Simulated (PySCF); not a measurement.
# NMR shielding calculation of C₂H₁₀AlNO

C₂H₁₀AlNO, computed with GIAO KT2/pcSseg-1 NMR shielding, non-relativistic, gas phase (PySCF 2.14.0).

The geometry comes from this level: PBE0-D3(BJ)/def2-SVP. Figures and captions count atoms from 1; the log counts them from 0 in places.

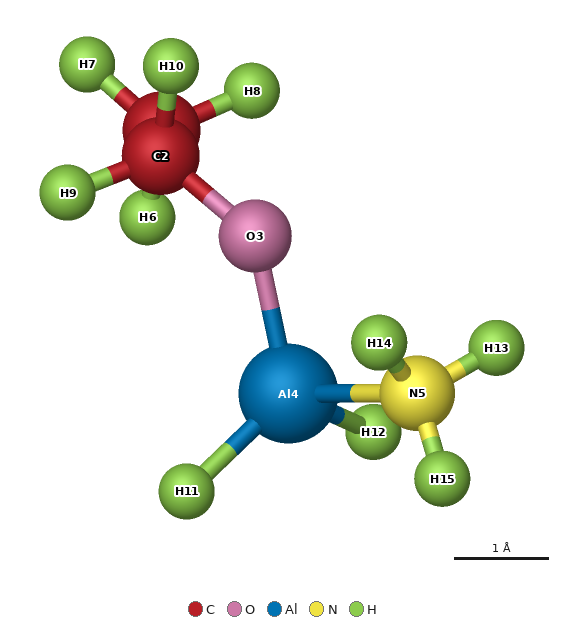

Figure 1. The input geometry (ball-and-stick view, seen at a tilt; atoms are numbered from 1 in the order of the input). Sticks mark near contacts. Bond lengths as drawn: Al–H 1.60 to 1.61 Å, Al–N 2.05 Å, Al–O 1.74 Å, C–C 1.52 Å, C–H 1.10 to 1.11 Å, C–O 1.39 Å and H–N 1.02 Å.

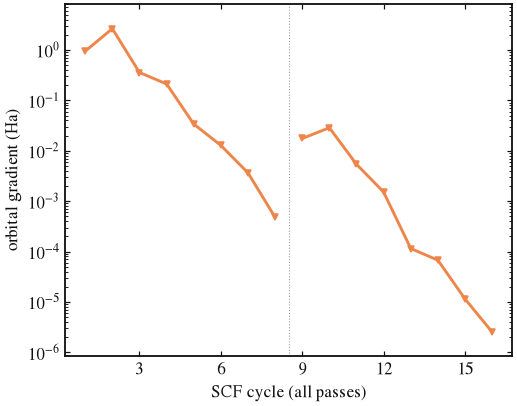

Figure 2. Convergence of the self-consistent field: orbital gradient against the SCF cycle. The dotted line marks the change from a coarse to the final integration grid. The first 8 cycles use a coarse grid, the final grid takes over at cycle 9, and the field converges after 16 cycles in all.

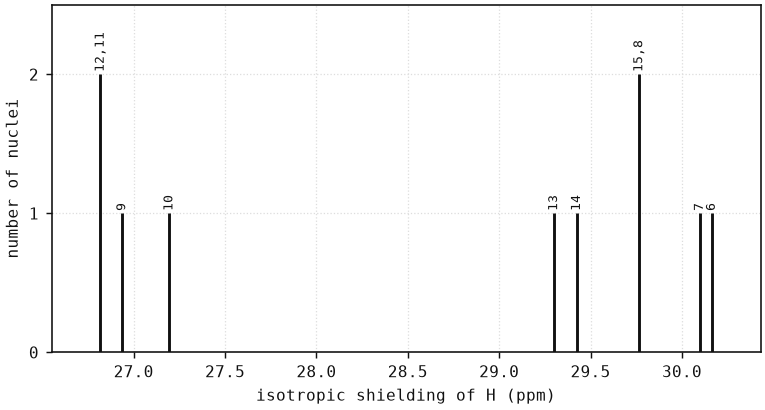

Figure 3. Isotropic shieldings of the hydrogen nuclei in this fixed geometry, labelled by atom number; shielding grows to the right, so chemical shift grows to the left. The least shielded is H12 (26.8 ppm), the most shielded H6 (30.2 ppm).

These pictures come from the run below.

Input file:
```
{"job": {"kind": "nmr", "xc": "KT2", "basis": "pcSseg-1", "pop": false}, "charge": 0, "multiplicity": 1}
C      2.288519    -0.312315    -0.711119
C      1.404030    -0.580656     0.494606
O      0.057523    -0.389218     0.230058
Al    -0.949917     0.988160    -0.120970
N     -2.657573    -0.077502     0.252231
H      2.193573     0.734454    -1.044276
H      3.349339    -0.499906    -0.480060
H      1.996865    -0.958023    -1.554017
H      1.743649     0.056169     1.339403
H      1.561686    -1.626224     0.825927
H     -1.014529     2.136407     1.000902
H     -1.164916     1.398490    -1.657026
H     -2.842950    -0.732438    -0.508710
H     -2.475999    -0.634090     1.089647
H     -3.501191     0.474916     0.407003
```

The first line tells a small driver script what to run in PySCF; the rest is the geometry in Å.

Command:
```bash
OMP_NUM_THREADS=1 python <driver script> task.json out
```

What the program printed:
```
coarse grid: 12144 points
cycle   1  E = -459.9912992589  dE =  1.976e-01  |g| = 9.427e-01  |ddm| = 3.151e+00
cycle   2  E = -458.3404760620  dE =  1.651e+00  |g| = 2.644e+00  |ddm| = 4.935e+00
cycle   3  E = -460.1442216221  dE = -1.804e+00  |g| = 3.564e-01  |ddm| = 4.637e+00
cycle   4  E = -460.1673180334  dE = -2.310e-02  |g| = 2.115e-01  |ddm| = 4.909e-01
cycle   5  E = -460.1764257465  dE = -9.108e-03  |g| = 3.391e-02  |ddm| = 1.468e-01
cycle   6  E = -460.1767285836  dE = -3.028e-04  |g| = 1.277e-02  |ddm| = 5.105e-02
cycle   7  E = -460.1767639760  dE = -3.539e-05  |g| = 3.644e-03  |ddm| = 1.087e-02
cycle   8  E = -460.1767674035  dE = -3.428e-06  |g| = 4.778e-04  |ddm| = 3.724e-03
final grid: 110232 points
cycle   9  E = -460.2231104639  dE = -1.804e-04  |g| = 1.752e-02  |ddm| = 3.299e-02
cycle  10  E = -460.2229923918  dE =  1.181e-04  |g| = 2.861e-02  |ddm| = 3.968e-02
cycle  11  E = -460.2231608502  dE = -1.685e-04  |g| = 5.390e-03  |ddm| = 3.073e-02
cycle  12  E = -460.2231656607  dE = -4.810e-06  |g| = 1.515e-03  |ddm| = 5.399e-03
cycle  13  E = -460.2231661582  dE = -4.975e-07  |g| = 1.150e-04  |ddm| = 1.039e-03
cycle  14  E = -460.2231661599  dE = -1.798e-09  |g| = 6.750e-05  |ddm| = 1.721e-04
cycle  15  E = -460.2231661610  dE = -1.032e-09  |g| = 1.150e-05  |ddm| = 5.507e-05
cycle  16  E = -460.2231661610  dE = -3.445e-11  |g| = 2.529e-06  |ddm| = 1.548e-05
converged SCF energy = -460.2231661610

GIAO shielding tensors (ppm)
atom      isotropic    diamagn.    paramagn.     s11        s22        s33       span
  0 C      157.678     249.715     -92.037    138.626    153.284    181.123     42.496
  1 C      118.704     240.335    -121.631     90.054    103.517    162.541     72.488
  2 O      257.661     401.408    -143.747    203.457    249.452    320.075    116.618
  3 Al     444.410     799.507    -355.097    402.687    454.518    476.025     73.338
  4 N      229.244     317.419     -88.175    220.750    224.216    242.765     22.016
  5 H       30.163      30.807      -0.645     27.298     28.971     34.218      6.920
  6 H       30.097      27.601       2.496     26.732     27.254     36.304      9.572
  7 H       29.790      30.213      -0.423     27.150     28.020     34.200      7.050
  8 H       26.936      29.454      -2.517     22.025     26.844     31.940      9.915
  9 H       27.194      29.044      -1.850     21.876     27.215     32.491     10.614
 10 H       26.827      30.217      -3.390     23.992     24.826     31.662      7.670
 11 H       26.809      30.505      -3.696     23.896     25.033     31.499      7.603
 12 H       29.299      30.255      -0.956     23.797     25.660     38.440     14.643
 13 H       29.424      30.769      -1.345     23.672     26.706     37.894     14.222
 14 H       29.740      27.844       1.896     24.310     24.725     40.187     15.877
```

Summary:

- outcome: converged
- total energy: −460.223166 hartree
- HOMO: −5.38 eV
- LUMO: −0.80 eV
- dipole moment: 4.64 D
- isotropic shielding, C: 118.7 to 157.7 ppm
- isotropic shielding, O: 257.7 ppm
- isotropic shielding, Al: 444.4 ppm
- isotropic shielding, N: 229.2 ppm
- isotropic shielding, H: 26.8 to 30.2 ppm
- hardware: 1 CPU thread, shared host
- wall time: 17 s
- peak memory: 0.75 GiB
